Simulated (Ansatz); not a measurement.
AlClF2 (SMILES [F][Al]([F])[Cl])

```json
{"atom": "F", "x (Å)": "1.0122", "y (Å)": "0.7064", "z (Å)": "1.1439"}
{"atom": "Al", "x (Å)": "0.0833", "y (Å)": "-0.0659", "z (Å)": "0.0485"}
{"atom": "F", "x (Å)": "0.2871", "y (Å)": "-1.6689", "z (Å)": "-0.1709"}
{"atom": "Cl", "x (Å)": "-1.3271", "y (Å)": "0.9681", "z (Å)": "-1.0418"}
```

Geometry: PBE0-D4/def2-TZVP.

Theory: RKS PBE0-D4/def2-TZVPP in Ansatz.

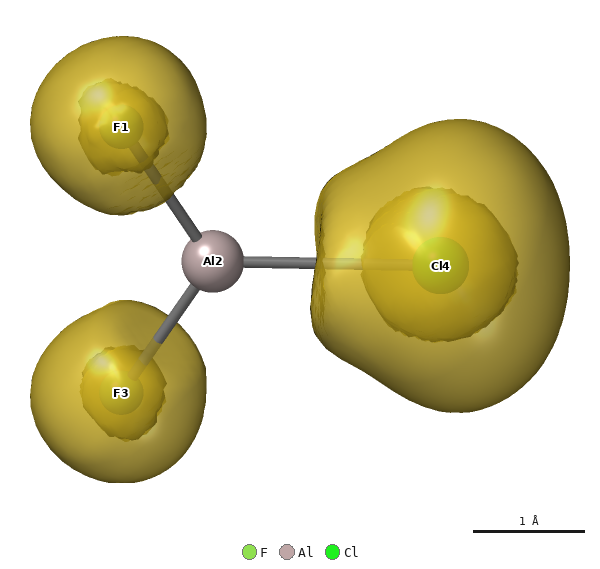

Figure 1. Isosurface of the electron localisation function at 0.75 (yellow), seen at a tilt. Only the valence region is drawn (cores and ρ < 0.01 e/Å³ removed).

Question: Identify the bonds, lone pairs and shells in this picture.

Answer: The ELF exceeds this value in one region on Cl in which the atom's valence shell and bonds are merged and two regions wrapped around F (the valence shell of each).


Al–F (1.63 Å): the ELF peaks at about 0.85 in the valence shell of F, 0.5 Å from its nucleus, and is about 0.40 at the midpoint. Al–Cl (2.06 Å): the ELF peaks at about 0.85 in the valence shell of Cl, 0.9 Å from its nucleus, and is about 0.80 at the midpoint.

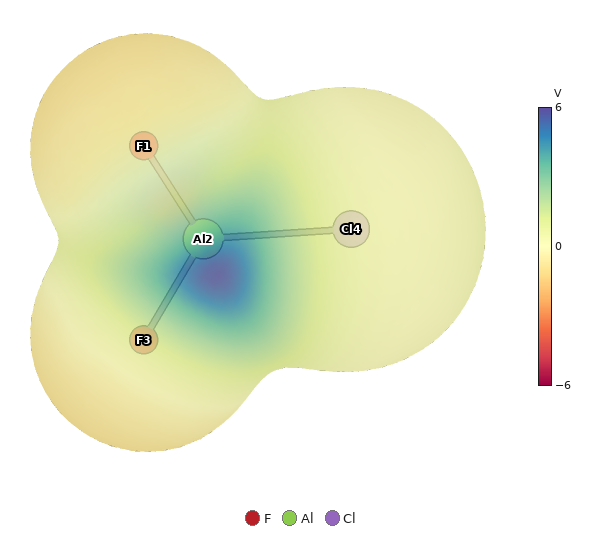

Figure 2. The molecular electrostatic potential painted on the density surface at 0.002 e/bohr³, seen at a tilt; red is negative and blue positive.

Question: Which sites attract a positive test charge, and which a negative one?

Answer: A positive charge is drawn to the negative regions and a negative charge to the positive ones. The most negative region (about −0.9 V, or −21 kcal/mol for a unit charge) lies over F1 and F3, the most positive (about +5.6 V, or +129 kcal/mol for a unit charge) over Al2.

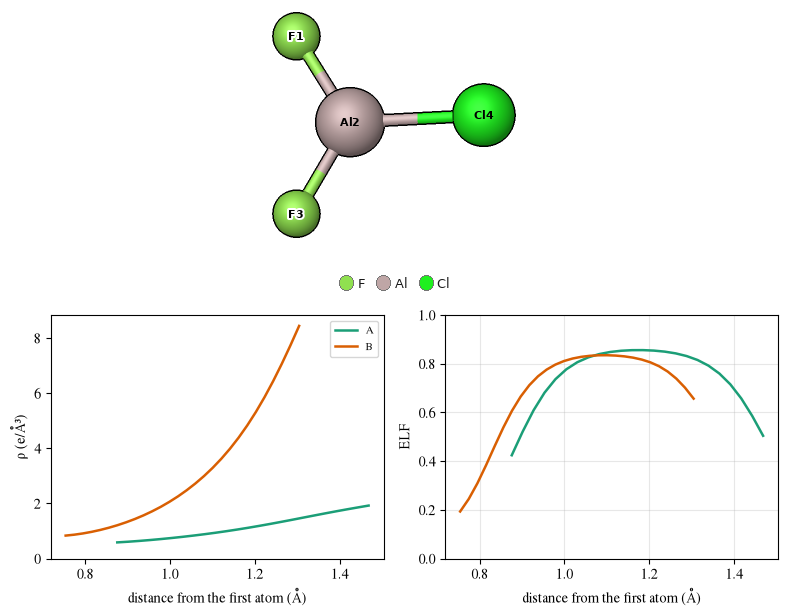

Figure 3. Total electron density and ELF along straight lines between neighbouring atoms. The curves leave out the atomic cores. The structure is drawn too.

Question: Which curve belongs to which contact (Al–Cl and Al–F)? The first atom named is at distance zero.

Answer: Curve A: Al–Cl (2.06 Å): the density is about 0.79 e/Å³ at the midpoint; the ELF peaks at about 0.85 in the valence shell of Cl, 0.9 Å from its nucleus, and is about 0.80 at the midpoint. Curve B: Al–F (1.63 Å): ρ is about 0.97 e/Å³ halfway; the ELF peaks at about 0.85 in the valence shell of F, 0.5 Å from its nucleus, and is about 0.40 at the midpoint.
